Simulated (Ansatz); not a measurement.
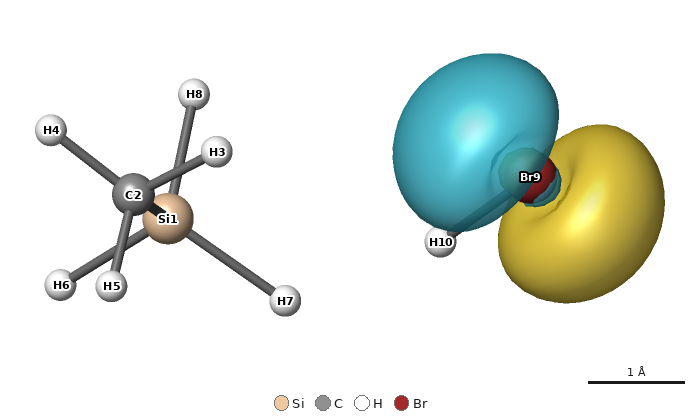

CH₆Si···HBr. The HOMO−1 at ±0.2 Å⁻³ᐟ² (yellow and cyan are the two phases), seen from one side.

Computed with Ansatz 0.2.0, RKS PBE/def2-SVP.

Input file:

```
crystal:
  periodic: [false, false, false]
  atoms:
    - { symbol: Si, position_ang: [0.142955, -0.028482, 0.169842] }
    - { symbol: C, position_ang: [0.204435, -0.052485, 2.052694] }
    - { symbol: H, position_ang: [-0.684635, -0.513195, 2.532852] }
    - { symbol: H, position_ang: [1.067507, -0.666527, 2.384713] }
    - { symbol: H, position_ang: [0.349487, 0.962637, 2.47456] }
    - { symbol: H, position_ang: [1.561289, -0.093717, -0.34034] }
    - { symbol: H, position_ang: [-0.467406, 1.234388, -0.361261] }
    - { symbol: H, position_ang: [-0.596253, -1.22171, -0.363784] }
    - { symbol: Br, position_ang: [-3.240545, 0.519962, 0.968925] }
    - { symbol: H, position_ang: [-2.023734, 0.540228, 1.8552] }
basis:
  gaussian: { orbitals: def2-SVP }
hamiltonian:
  xc: pbe
relax:
  f_tol: 0.03
  max_steps: 50
output:
  orbitals: {}
```

Command:

```sh
ansatz run input.yaml --threads 2 --pin off --max-ram 3072MiB --backend cpu --events-out ev --progress --plain --runs-dir out
```

The fields are those of the run's last geometry, not of the input's.

**Where does this orbital lie, and at what energy?**

By Hirshfeld shares it lies mainly on Br9 (about 95 %); largely a lone pair of Br9. Its energy is −7.06 eV.
